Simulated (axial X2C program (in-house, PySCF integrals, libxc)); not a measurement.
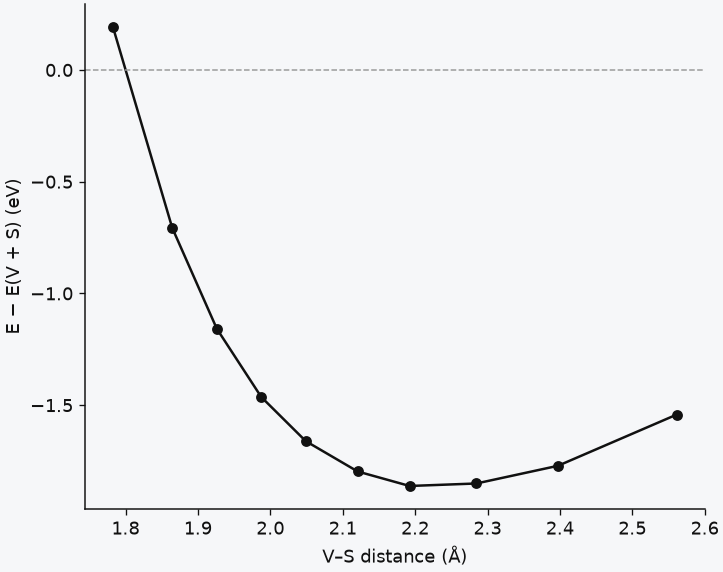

Energy at 10 bond lengths, for one set of occupations held fixed; the line joins the points. The lowest point is at 2.19 Å; the points are too few or too rough near it for spectroscopic constants. The lowest point lies 1.86 eV below V + S.

Relativistic diatomic calculation, with input and output: VS

- system: VS, single determinant with Ω = 3/2.
- method: HF, two-component X2C with atomic mean-field Coulomb and Gaunt terms, V dyall-cv3z, S dyall-av3z (cores contracted) (axial X2C program (in-house, PySCF integrals, libxc))

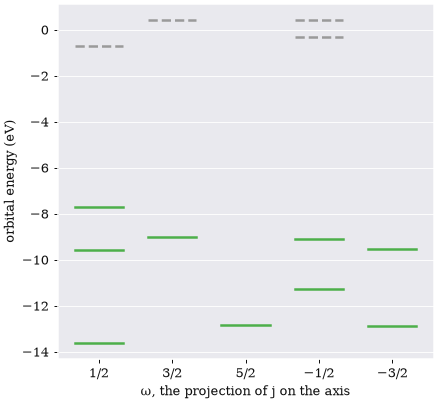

Orbital energies near the frontier at 2.05 Å, filled (solid) and empty (dashed). The highest filled spinor (1/2; 46 % V s, 40 % S p) lies at −7.69 eV, the lowest empty one (1/2; 41 % V p, 31 % S p) at −0.69 eV.

Input and output of the run follow.

**Input**
```
{"zs": [23, 16], "q": 0, "bas": ["dyall-cv3z", "dyall-av3z"], "levels": ["PBE0", "HF", "PBE50"], "cc": true, "r0": 2.06, "thr": -2.0, "nmax": 90, "npts": 10, "nst": 2, "ntry": 6}
```

The line is the task of a batch: nuclear charges, charge, bases, the levels to run, a first guess of the distance and further settings. This report covers HF with spin-orbit coupling. The log is that of the reference distance 2.049 Å.

Launched within a batch (the task file carries these settings):
```bash
python <driver script> task.json out
```

**Output**
```
two-component X2C + atomic mean field  HF
basis functions 178  fitting functions 957  grid points 5077
iter        total energy     max residual
   1      -1346.471944450     1.41e-01
   2      -1346.504362698     3.15e-02
   3      -1346.509383057     1.98e-02
   4      -1346.517659244     9.83e-03
   5      -1346.521015931     5.71e-03
   6      -1346.522834192     4.43e-03
   7      -1346.523869560     1.76e-03
   8      -1346.524205437     8.35e-04
   9      -1346.524395451     6.39e-04
  10      -1346.524527789     6.20e-04
  11      -1346.524797363     4.77e-04
  12      -1346.524964654     3.24e-04
  13      -1346.524989069     2.09e-04
  14      -1346.525020019     1.76e-04
  15      -1346.525024932     2.46e-05
  16      -1346.525025102     2.29e-05
  17      -1346.525025146     2.16e-05
  18      -1346.525025187     1.94e-05
  19      -1346.525025235     1.52e-05
  20      -1346.525025267     9.63e-06
  21      -1346.525025273     5.85e-06
  22      -1346.525025274     4.99e-06
  23      -1346.525025275     4.17e-06
  24      -1346.525025276     2.67e-06
converged
one-electron -2043.01420745  Coulomb 671.56376222  exact exchange -69.82930675  xc functional 0.00000000  nuclear repulsion 95.04012378  atomic mean-field constant -0.28539707
correlated 11  virtual 279  natural virtual 90  E(MP2) -0.261187733  MP2 remainder -0.012102875
iter   CCSD correlation   residual
   1     -0.257850961   1.70e-01
   2     -0.268289412   1.07e-01
   3     -0.278171191   6.73e-02
   4     -0.282695010   4.14e-02
   5     -0.284831983   2.09e-02
   6     -0.285306977   1.07e-02
   7     -0.285573754   6.88e-03
   8     -0.285652516   3.33e-03
   9     -0.285629275   1.37e-03
  10     -0.285661452   6.36e-04
  11     -0.285650113   3.34e-04
  12     -0.285658752   2.21e-04
  13     -0.285654865   1.51e-04
  14     -0.285653795   9.67e-05
  15     -0.285653679   5.67e-05
  16     -0.285654276   3.19e-05
  17     -0.285654443   1.77e-05
  18     -0.285654556   1.12e-05
  19     -0.285654377   6.11e-06
  20     -0.285654326   3.52e-06
  21     -0.285654168   2.30e-06
  22     -0.285654134   1.28e-06
  23     -0.285654100   6.87e-07
  24     -0.285654094   4.12e-07
(T) -0.021219683677126264  T1 0.1076  D1 0.2184  max T2 0.062
```

**The points of the curve**

```csv
R (Å),E (hartree),"dipole (D; origin at the first atom, positive when the second is positive)",highest filled (eV),lowest empty (eV)
1.783,−1346.456915,−5.32,−7.46,−0.16
1.865,−1346.489974,−6.02,−7.62,−0.39
1.926,−1346.506539,−6.39,−7.70,−0.54
1.988,−1346.517764,−6.49,−7.72,−0.65
2.049,−1346.525025,−6.14,−7.69,−0.69
2.121,−1346.530013,−5.51,−7.68,−0.64
2.192,−1346.532395,−5.04,−7.69,−0.56
2.285,−1346.531985,−4.62,−7.65,−0.43
2.397,−1346.529077,−5.20,−7.97,−0.40
2.561,−1346.520662,−5.76,−8.20,−0.34
```

**Results in brief**

- outcome: converged
- hardware: 1 thread of Arm Neoverse V1, 24 GiB of memory available, shared host
- wall time: 7.2 s

**Notes**

Hartree–Fock lacks correlation, so it usually binds too weakly. Caveats: curve is not smooth near the minimum.
